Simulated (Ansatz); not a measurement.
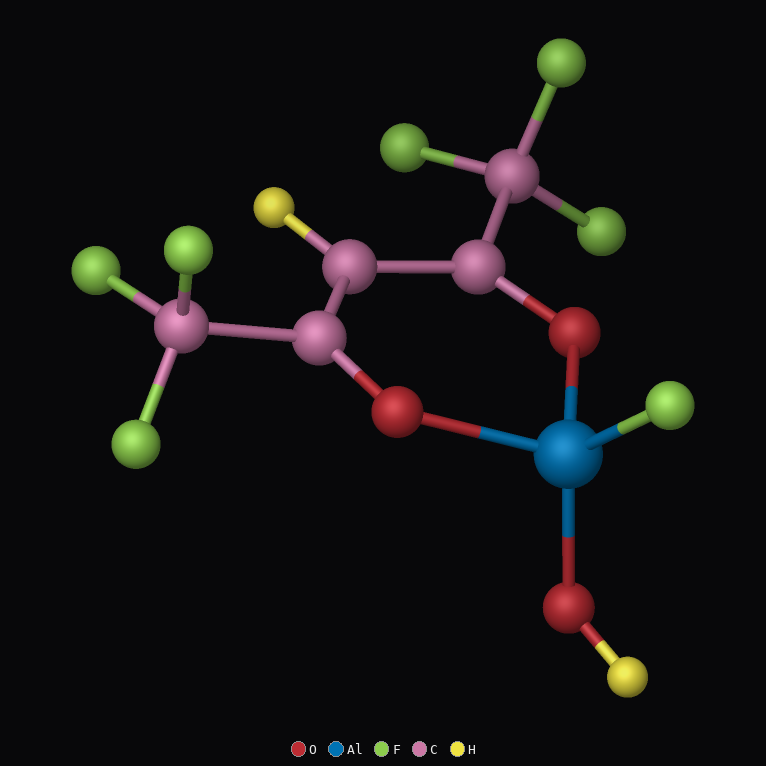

The geometry was computed by an optimisation with PBE-D4/def2-SVP. No frequency run is at hand to confirm it as a minimum.

Draw it as a skeletal formula.

SMILES: [OH][Al@-]1([F])[O]C(C(F)(F)F)=CC(C(F)(F)F)=[O+]1

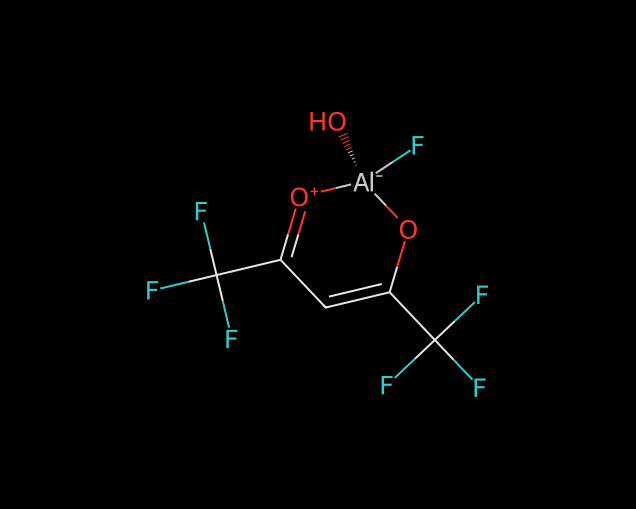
